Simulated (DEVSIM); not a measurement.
Device: abrupt Si p-n junction, at 300 K.

| layer (left to right) | material | thickness (μm) | Nd (cm⁻³) | Na (cm⁻³) | τn (s) | τp (s) |
|---|---|---|---|---|---|---|
| 1 | Si | 0.630 | - | 1.6e16 | 3.6e-5 | 1.2e-5 |
| 2 | Si | 0.400 | 1.5e16 | - | 1.2e-5 | 1.2e-5 |

Left contact: ohmic. Right contact: ohmic. Voltage is applied to the left contact. Recombination: SRH at mid-gap, radiative. Mobility is μmin + (μ − μmin)/(1 + (N/Nref)^α).

The device is made up for the run: typed textbook-type constants, with dimensions and the other settings drawn at random. Values at 300 K.

| parameter | Si |
|---|---|
| gap (eV) | 1.124 |
| affinity (eV) | 4.05 |
| permittivity | 11.7 |
| Nc (cm⁻³) | 2.86e19 |
| Nv (cm⁻³) | 3.1e19 |
| μn (cm²/Vs) | 1417 |
| μp (cm²/Vs) | 470 |
| μn,min | 52 |
| μp,min | 45 |
| Nref,n | 9.7e16 |
| Nref,p | 2.2e17 |
| αn | 0.68 |
| αp | 0.72 |
| B (cm³/s) | 4.7e-15 |

Model (solved in DEVSIM): 1D drift-diffusion, Boltzmann statistics, complete ionisation; no tunnelling, impact ionisation, image-force lowering or self-heating.

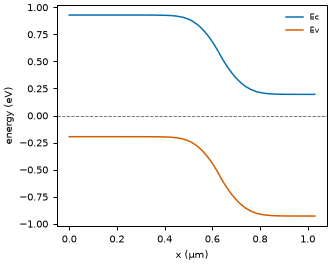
Fig. 1. Band edges at zero bias

Energies count from the Fermi level of the right contact; mesh points crowd at the junctions.

| x (μm) | Ec (eV) | Ev (eV) | n (cm⁻³) | p (cm⁻³) | field (V/cm) |
|---|---|---|---|---|---|
| 0.000 | 0.928 | -0.196 | 7300 | 1.6e16 | ≈ 0 |
| 0.01337 | 0.928 | -0.196 | 7300 | 1.6e16 | ≈ 0 |
| 0.03360 | 0.928 | -0.196 | 7300 | 1.6e16 | ≈ 0 |
| 0.06768 | 0.928 | -0.196 | 7300 | 1.6e16 | ≈ 0 |
| 0.1388 | 0.928 | -0.196 | 7300 | 1.6e16 | ≈ 0 |
| 0.2234 | 0.928 | -0.196 | 7300 | 1.6e16 | ≈ 0 |
| 0.3397 | 0.928 | -0.196 | 7400 | 1.6e16 | -110 |
| 0.4762 | 0.908 | -0.216 | 16000 | 7.3e15 | -5600 |
| 0.5372 | 0.841 | -0.283 | 210000 | 5.5e14 | -18000 |
| 0.5775 | 0.750 | -0.374 | 7100000 | 1.6e13 | -27000 |
| 0.6060 | 0.662 | -0.462 | 2.2e8 | 5.4e11 | -35000 |
| 0.6276 | 0.582 | -0.542 | 4.8e9 | 2.4e10 | -40000 |
| 0.6391 | 0.536 | -0.588 | 2.8e10 | 4.2e9 | -38000 |
| 0.6567 | 0.473 | -0.651 | 3.3e11 | 3.5e8 | -34000 |
| 0.6953 | 0.358 | -0.766 | 2.7e13 | 4200000 | -25000 |
| 0.7400 | 0.268 | -0.856 | 8.9e14 | 130000 | -15000 |
| 0.8063 | 0.210 | -0.914 | 8.6e15 | 14000 | -4000 |
| 0.8867 | 0.197 | -0.927 | 1.4e16 | 8200 | -430 |
| 0.9576 | 0.195 | -0.929 | 1.5e16 | 7800 | -52 |
| 0.9901 | 0.195 | -0.929 | 1.5e16 | 7800 | -21 |
| 1.012 | 0.195 | -0.929 | 1.5e16 | 7800 | -14 |
| 1.030 | 0.195 | -0.929 | 1.5e16 | 7700 | -12 |
